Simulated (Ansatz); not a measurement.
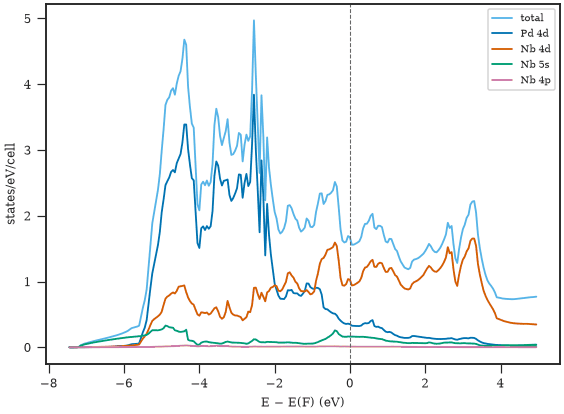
Figure: Total and projected density of states of NbPd in space group R-3m (No. 166; Nb on 3a, Pd on 3b), DFT-PBEsol in the program Ansatz with PAW potentials

### Question
Which orbitals carry the states next to the Fermi level?

### Answer
Within 0.5 eV of the Fermi level: Nb 4d 62 %, Pd 4d 21 %, Nb 5s 9 %, outside the projected shells 7 %. Projections are on Löwdin-orthogonalised atomic valence shells; empty p or d shells of many metals are not among them.

### Question
Where is the tallest occupied peak in this window, and what makes it?

### Answer
Near -2.5 eV, about 5.0 states/eV per cell; the largest projected share is Pd 4d.

The workflow started from a Materials Project entry (that database holds measured and hypothetical structures alike); the Crystallography Open Database copy checked does not list it. With Nb and Pd taken as one species the cell has the higher symmetry Fm-3m, so it may be an ordered model of a mixed-site phase. Its standing as an ambient phase is unchecked. The cell was relaxed with PBEsol under the symmetry of its start; whether a distortion lowers the energy is not shown. The run is not spin-polarised. Spin–orbit coupling is left out wherever it is not named.

Potentials: the later of the program's two PAW sets.
